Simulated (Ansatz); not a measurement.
# SiF3 (trifluorosilyl) at UHF/aug-cc-pVDZ

Aim: the vertical electron affinity of SiF3 (trifluorosilyl) at UHF/aug-cc-pVDZ, from 2 runs. 

The calculation is run with Ansatz 0.2.0.

20 further runs of the same task are left out: 20 set aside as unsound or not needed.

## (1) The structure to begin with

The species is SiF3 (4 atoms), meant as a doublet with charge 0. SMILES: `F[Si](F)F`. The coordinates come from a PBE0-D4/def2-TZVP relaxation.

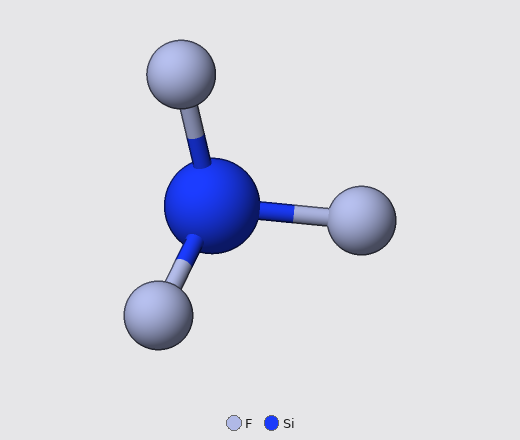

Viewed from a chosen angle; fluorine light blue, silicon blue.

## (2) A single-point energy at UHF/aug-cc-pVDZ

in.yaml

```yaml
crystal:
  periodic: [false, false, false]
  atoms:
    - symbol: F
      position_ang: [0.784850, -0.507040, 1.151700]
    - symbol: Si
      position_ang: [-0.282750, 0.213060, 0.234280]
    - symbol: F
      position_ang: [-0.994260, -0.892250, -0.644340]
    - symbol: F
      position_ang: [0.492160, 1.186230, -0.741640]
basis:
  gaussian:
    orbitals: aug-cc-pVDZ
magnetization:
  spin_polarized: true
  initial_magnetization: 1
hamiltonian:
  xc: hf
accuracy: high
output: {orbitals: {seedname: orbitals}}
```

On the command line:

```sh
$ ansatz run in.yaml --threads 1 --pin off --max-ram 3480MiB --events-out events.jsonl --progress --plain --runs-dir runs
```

Standard output:

```text
Warning: RAYON_NUM_THREADS=1 ignored (pool sized by the plan → 1); use --threads N
Functional definition: HF
  name "HF"
  exchange = exact_x
  correlation = 0
1923 factors; integrals over basis functions are off by at most 3.1e-9 eV
mean field evaluation 1: about -15981.5091 eV, gradient 2.9e1 eV
mean field evaluation 2: about -15981.5501 eV, gradient 2.9e1 eV
mean field evaluation 4: about -15984.6892 eV, gradient 2.2e0 eV
mean field evaluation 8: about -15984.7606 eV, gradient 2.9e-1 eV
mean field evaluation 16: about -15984.7619 eV, gradient 7.4e-9 eV
mean field -15984.76191370 eV, -587.4291654676 hartree, gradient 1.1e-8 eV, S^2 0.751877; 0 other end points of the search recorded, 0 dependent functions left out
reference -15984.76191370 eV, -587.4291654676 hartree; 21, 20 occupied and 75, 76 virtual orbitals, 1923 factors
Total energy: -15984.76191370 eV, -587.4291654676 hartree
```

It took 3.9 s on 1 thread of Arm Neoverse V1, shared host; peak memory 0.32 GiB.

## (3) The singlet anion at the same level

run.yaml

```yaml
crystal:
  periodic: [false, false, false]
  atoms:
    - {symbol: F, position_ang: [0.784850, -0.507040, 1.151700]}
    - {symbol: Si, position_ang: [-0.282750, 0.213060, 0.234280]}
    - {symbol: F, position_ang: [-0.994260, -0.892250, -0.644340]}
    - {symbol: F, position_ang: [0.492160, 1.186230, -0.741640]}
basis:
  gaussian:
    orbitals: aug-cc-pVDZ
total_charge: -1
hamiltonian:
  xc: hf
accuracy: high
output: {orbitals: {seedname: orbitals}}
```

On the command line:

```sh
$ ansatz run run.yaml --threads 1 --pin off --max-ram 3480MiB --events-out events.jsonl --progress --plain --runs-dir runs
```

Standard output:

```text
Warning: RAYON_NUM_THREADS=1 ignored (pool sized by the plan → 1); use --threads N
[... 4 set-up lines as earlier in the session ...]
1923 factors; integrals over basis functions are off by at most 3.1e-9 eV
mean field evaluation 1: about -15984.0805 eV, gradient 1.8e1 eV
mean field evaluation 2: about -15984.3813 eV, gradient 1.9e1 eV
mean field evaluation 4: about -15985.2379 eV, gradient 2.0e0 eV
mean field evaluation 8: about -15985.2599 eV, gradient 1.7e-1 eV
mean field evaluation 16: about -15985.2603 eV, gradient 3.0e-7 eV
mean field -15985.26025297 eV, -587.4474790982 hartree, gradient 1.7e-8 eV, S^2 0.000000; 0 other end points of the search recorded, 0 dependent functions left out
reference -15985.26025297 eV, -587.4474790982 hartree; 21, 21 occupied and 75, 75 virtual orbitals, 1923 factors
Total energy: -15985.26025297 eV, -587.4474790982 hartree
```

Wall time 3.3 s (1 thread of Arm Neoverse V1, shared host); peak memory 0.26 GiB.

## (4) Outcome

At UHF/aug-cc-pVDZ:

| quantity | value |
| --- | --- |
| doublet SiF3: total energy | -587.42917 Eh |
| doublet SiF3: HOMO energy (highest over α and β) | -11.69 eV |
| doublet SiF3: LUMO energy (lowest over α and β) | 0.07 eV |
| doublet SiF3: ⟨S²⟩ | 0.752 |
| singlet anion: total energy | -587.44748 Eh |
| singlet anion: HOMO energy | -1.66 eV |
| singlet anion: LUMO energy | 5.09 eV |
| singlet anion: HOMO–LUMO gap (to an unbound level, set by the basis) | 6.75 eV |
| vertical electron affinity (to the singlet anion) | 0.498 eV |

In words: At fixed nuclei the extra electron is bound by 0.50 eV (48.1 kJ/mol).
